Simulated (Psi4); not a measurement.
# PBE/6-31G(d) (spherical functions) run of Si2H5OF (SMILES O[SiH](F)[SiH3])

Aim: the energy change on altering one bond length of Si2H5OF at PBE/6-31G* (spherical functions), from 2 runs. 

Program for the calculation: Psi4 1.11.

### 1 Starting point

Si2H5OF: 9 atoms, total charge 0, spin state singlet. As SMILES, `O[SiH](F)[SiH3]`. The coordinates come from a PBE0-D4/def2-TZVP relaxation. This is one conformer, not always the lowest.

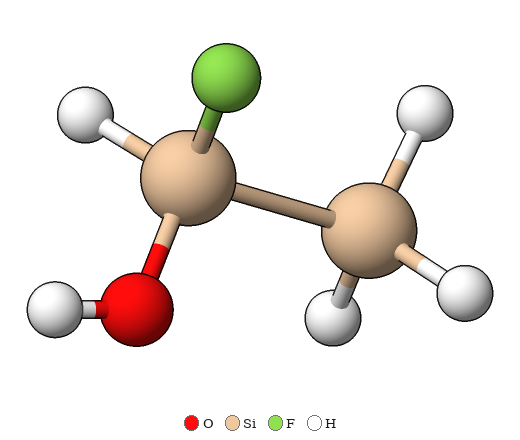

Viewed from a chosen angle; oxygen red, silicon light orange, fluorine green, hydrogen white.

### 2 The energy at PBE/6-31G(d) (spherical functions)

The input, fh5osi2.dat:

```
memory 2.2 GB

molecule system {
  0 1
  O     -0.74171750    -1.15424472     3.34122476
  Si    -1.57130727    -0.30349002     0.48698242
  F     -3.35539771     2.14257148     0.60357852
  Si     2.14483915     0.70127736    -1.68506879
  H     -1.98515729    -1.90030859     4.42762831
  H     -3.14563811    -2.29677313    -0.71922976
  H      1.50932426     1.62629830    -4.26171036
  H      3.74487026    -1.59719652    -1.91599332
  H      3.56742498     2.69399356    -0.30953714
  units bohr
  symmetry c1
}

set {
  basis 6-31G*
  puream true
  e_convergence 1e-09
  d_convergence 1e-08
  scf_type pk
  dft_radial_points 99
  dft_spherical_points 590
}

e, wfn = energy("pbe", return_wfn=True)
oeprop(wfn, "LOWDIN_CHARGES", "MAYER_INDICES", "DIPOLE", title="PBE")
print_variables()
```

The run is started by

```sh
psi4 -i fh5osi2.dat -o fh5osi2.out -n 1
```

fh5osi2.out, shortened:

```text
[...]
  Running in c1 symmetry.
[...]
  Nuclear repulsion =  227.836453994188162
[...]
  Multiplicity = 1
[...]
  Nalpha       = 25
  Nbeta        = 25
[...]
    Number of basis functions: 74
[...]
   @RKS iter   1:  -756.36789212511337   -2.56252e-01   1.03842e-02 DIIS/ADIIS
[...]
   @RKS iter  12:  -756.61272394972775   -3.18323e-12   5.88848e-09 DIIS
[...]
    Orbital Energies [Eh]
    ---------------------
    Doubly Occupied:
       1A    -65.453886     2A    -65.389998     3A    -24.252391
       4A    -18.779038     5A     -5.093227     6A     -5.044454
       7A     -3.506308     8A     -3.504285     9A     -3.502387
      10A     -3.454656    11A     -3.454595    12A     -3.454428
      13A     -1.070014    14A     -0.928798    15A     -0.531321
      16A     -0.479739    17A     -0.443409    18A     -0.387849
      19A     -0.369916    20A     -0.345436    21A     -0.315435
      22A     -0.312929    23A     -0.304812    24A     -0.285649
      25A     -0.252245
[...]
  @RKS Final Energy:  -756.61272394972775
   => Energetics <=
    Nuclear Repulsion Energy =            227.8364539941881617
    One-Electron Energy =               -1502.7787426892839449
    Two-Electron Energy =                 580.6908778660733788
    DFT Exchange-Correlation Energy =     -62.3613131207052973
    Empirical Dispersion Energy =           0.0000000000000000
    VV10 Nonlocal Energy =                  0.0000000000000000
    Total Energy =                       -756.6127239497277515
[...]
 Multipole Moments:
 ------------------------------------------------------------------------------------
     Multipole            Electronic (a.u.)      Nuclear  (a.u.)        Total (a.u.)
 ------------------------------------------------------------------------------------
 L = 1.  Multiply by 2.5417464519 to convert [e a0] to [Debye]
 Dipole X            :         -4.8871573            4.6783237           -0.2088336
 Dipole Y            :          1.9352256           -2.4658251           -0.5305995
 Dipole Z            :          2.4944074           -2.2829391            0.2114682
 Magnitude           :                                                    0.6081662
[...]
```

Wall time 11 s (1 thread of AMD EPYC 9R45 (Zen 5), shared host); peak memory 1.1 GiB.

### 3 The distorted shape at the same level

The input, input.inp:

```
memory 2200 MB

molecule {
  O     -0.505408    -0.768958     1.658927
  Si    -0.944408    -0.318758     0.148527
  F     -1.888508     0.975642     0.210227
  Si     1.022092     0.212942    -1.000873
  H     -1.163408    -1.163758     2.233827
  H     -1.777508    -1.373558    -0.489773
  H      0.685792     0.702442    -2.364373
  H      1.868792    -1.003358    -1.123073
  H      1.887800     1.425600    -0.163800
  symmetry c1
  no_reorient
  no_com
}

set {
  basis                6-31G*
  puream               true
  e_convergence        1e-09
  d_convergence        1e-08
  scf_type             pk
  dft_radial_points    99
  dft_spherical_points 590
}

energy('pbe')
```

The run is started by

```sh
psi4 -i input.inp -o input.out -n 1
```

input.out, shortened:

```text
[...]
  Running in c1 symmetry.
[...]
  Nuclear repulsion =  226.960616980602964
[...]
  Multiplicity = 1
[...]
  Nalpha       = 25
  Nbeta        = 25
[...]
    Number of basis functions: 74
[...]
   @RKS iter   1:  -756.35808923405409   -2.91050e-01   1.03843e-02 DIIS/ADIIS
[...]
   @RKS iter  12:  -756.60257515732212   -1.59162e-12   6.10802e-09 DIIS
[...]
    Orbital Energies [Eh]
    ---------------------
    Doubly Occupied:
       1A    -65.456413     2A    -65.404347     3A    -24.253734
       4A    -18.780182     5A     -5.095646     6A     -5.054990
       7A     -3.508703     8A     -3.506698     9A     -3.504862
      10A     -3.465862    11A     -3.465176    12A     -3.464936
      13A     -1.071299    14A     -0.929933    15A     -0.531854
      16A     -0.475790    17A     -0.444263    18A     -0.389145
      19A     -0.370921    20A     -0.346489    21A     -0.317846
      22A     -0.306671    23A     -0.297760    24A     -0.286449
      25A     -0.253875
[...]
  @RKS Final Energy:  -756.60257515732212
   => Energetics <=
    Nuclear Repulsion Energy =            226.9606169806029641
    One-Electron Energy =               -1500.9063628932356096
    Two-Electron Energy =                 579.6568503096700624
    DFT Exchange-Correlation Energy =     -62.3136795543594602
    Empirical Dispersion Energy =           0.0000000000000000
    VV10 Nonlocal Energy =                  0.0000000000000000
    Total Energy =                       -756.6025751573221214
[...]
 Multipole Moments:
 ------------------------------------------------------------------------------------
     Multipole            Electronic (a.u.)      Nuclear  (a.u.)        Total (a.u.)
 ------------------------------------------------------------------------------------
 L = 1.  Multiply by 2.5417464519 to convert [e a0] to [Debye]
 Dipole X            :         34.5851367          -34.8669437           -0.2818070
 Dipole Y            :         -0.1182713           -0.5006678           -0.6189391
 Dipole Z            :         -2.3387008            2.5009070            0.1622062
 Magnitude           :                                                    0.6991506
[...]
```

Run time: 10 s. Hardware: 1 thread of AMD EPYC 9R45 (Zen 5), shared host; peak memory 1.1 GiB.

### 4 What came out

At PBE/6-31G* (spherical functions):

| quantity | value |
| --- | --- |
| first shape: total energy | -756.61272 Eh |
| first shape: dipole moment | 1.55 D |
| first shape: HOMO energy | -6.86 eV |
| first shape: LUMO energy | -0.53 eV |
| first shape: HOMO–LUMO gap | 6.34 eV |
| distorted shape: total energy | -756.60258 Eh |
| distorted shape: dipole moment | 1.78 D |
| distorted shape: HOMO energy | -6.91 eV |
| distorted shape: LUMO energy | -0.84 eV |
| distorted shape: HOMO–LUMO gap | 6.07 eV |
| energy change with the Si4–H9 bond stretched from 1.486 to 1.709 Å | 0.276 eV |

What this shows: With the Si4–H9 bond stretched from 1.486 to 1.709 Å the energy rises by 0.28 eV (26.6 kJ/mol). The first shape isn't relaxed at this level, so the change isn't measured from a minimum.
